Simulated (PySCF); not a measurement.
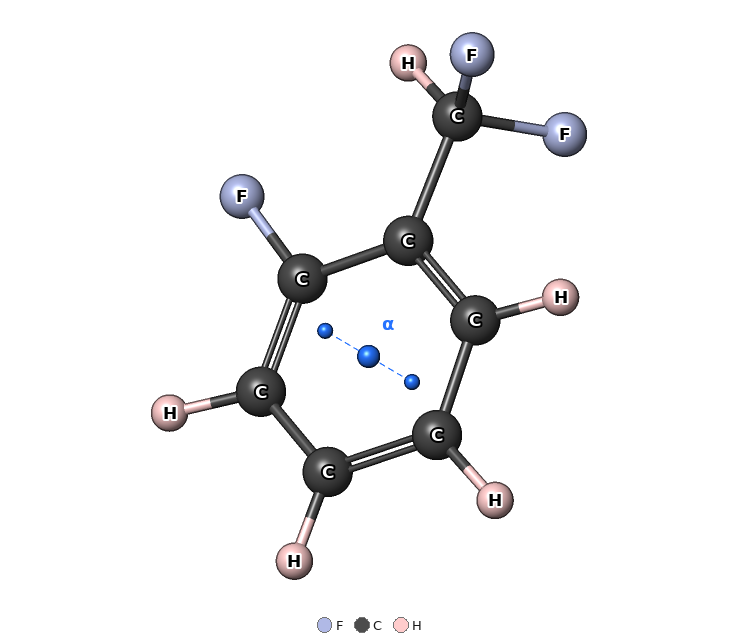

The small points mark where nucleus-independent chemical shifts (NICS) were computed: at the centre of each lettered ring and 1 Å above and below it. Geometry: a frame of a GFN2-xTB molecular-dynamics simulation, not a minimum. Level of theory: GIAO PBE0/pcSseg-1 NMR shielding, non-relativistic, gas phase (PySCF 2.14.0).

Give NICS(0), NICS(1) and the out-of-plane component NICS(1)zz for each ring (means of the two sides).

```json
{"ring": "α", "members": "C6", "NICS(0)": "−10.3", "NICS(1)": "−11.4", "NICS(1)zz": "−27.6"}
```

Values in ppm.

**What do the values say about the ring currents?**

Ring α: diatropic, as in an aromatic ring. NICS is one index among several.
